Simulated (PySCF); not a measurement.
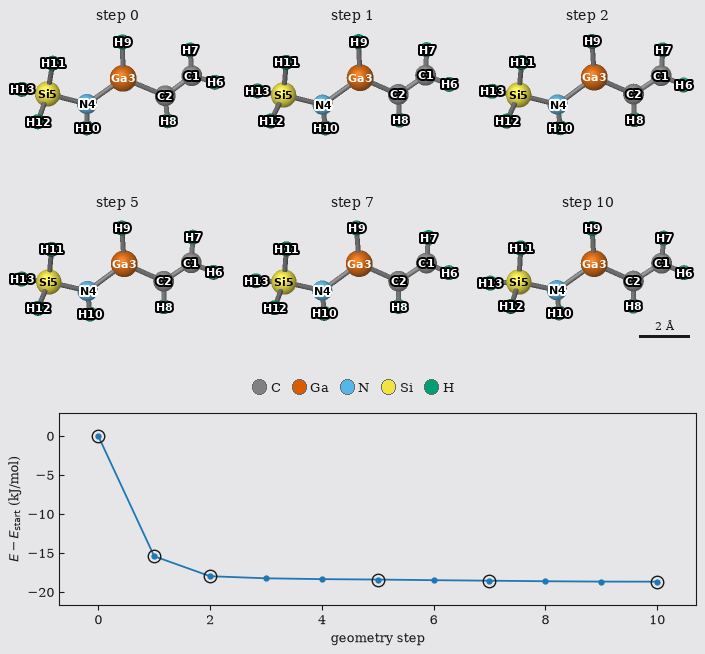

Frames of a relaxation of C₂H₈GaNSi, marked on the history of the run. Style: ball-and-stick. Shown at a tilt.

The start comes from GFN2-xTB. Its atoms were then displaced at random by about 0.01 Å.

Level of theory: PySCF, PBE0-D3(BJ)/def2-SVP geometry optimisation, gas phase. 

> What happens along the run?

The energy falls by 18.7 kJ/mol in 10 geometry steps. H13 moves most after the best rigid fit: 0.28 Å. By element the largest moves are H 0.28 Å, N 0.10 Å, C 0.10 Å, Ga 0.09 Å, Si 0.07 Å. Among the contacts that change: C2–Ga3 2.024 → 1.946 Å, C1–H6 1.048 → 1.097 Å, Ga3–N4 1.795 → 1.837 Å, N4–Si5 1.772 → 1.737 Å. Bond angles that change, for instance: Si5–N4–H10 110.4° → 115.8°, N4–Si5–H12 107.4° → 112.5°, C2–Ga3–H9 119.4° → 124.4°. From step 0 to 1: H atoms move most (0.14 Å), energy −15.4 kJ/mol. From step 1 to 2: H6 moves most (0.06 Å), energy −2.56 kJ/mol. From step 2 to 5: H10 moves most (0.05 Å), energy −0.43 kJ/mol. From step 5 to 7: H12 moves most (0.09 Å), energy −0.15 kJ/mol. From step 7 to 10: H atoms move most (0.10 Å), energy −0.13 kJ/mol.
